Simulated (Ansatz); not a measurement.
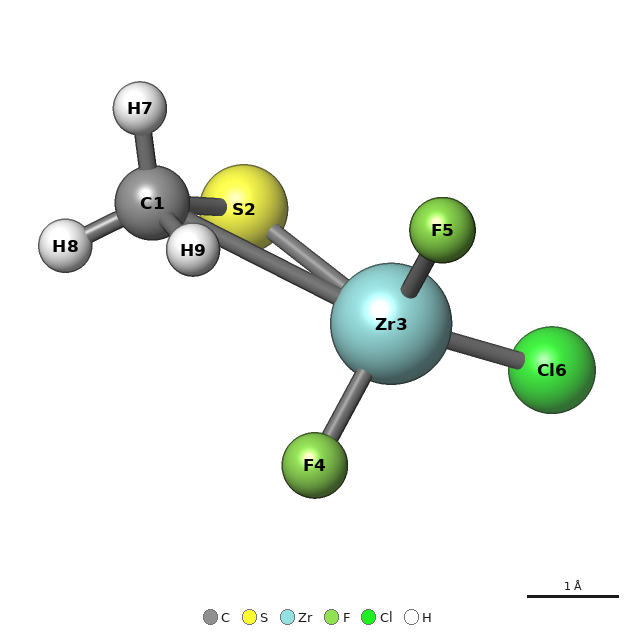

Numbered structure. The species is neutral and a spin singlet. Computed geometry: PBE0-D4/def2-TZVP optimisation.

What are the angles S2–C1–Zr3, S2–C1–H7, S2–C1–H9, Zr3–C1–H7, Zr3–C1–H9, C1–S2–Zr3, C1–Zr3–S2, C1–Zr3–F4, C1–Zr3–Cl6, S2–Zr3–F4, S2–Zr3–Cl6, F4–Zr3–F5, F4–Zr3–Cl6?

| angle | degrees |
| --- | --- |
| S2–C1–Zr3 | 53.9 |
| S2–C1–H7 | 108.8 |
| S2–C1–H9 | 114.3 |
| Zr3–C1–H7 | 124.7 |
| Zr3–C1–H9 | 60.4 |
| C1–S2–Zr3 | 88.1 |
| C1–Zr3–S2 | 38.0 |
| C1–Zr3–F4 | 86.6 |
| C1–Zr3–Cl6 | 146.6 |
| S2–Zr3–F4 | 108.3 |
| S2–Zr3–Cl6 | 108.6 |
| F4–Zr3–F5 | 107.9 |
| F4–Zr3–Cl6 | 111.8 |
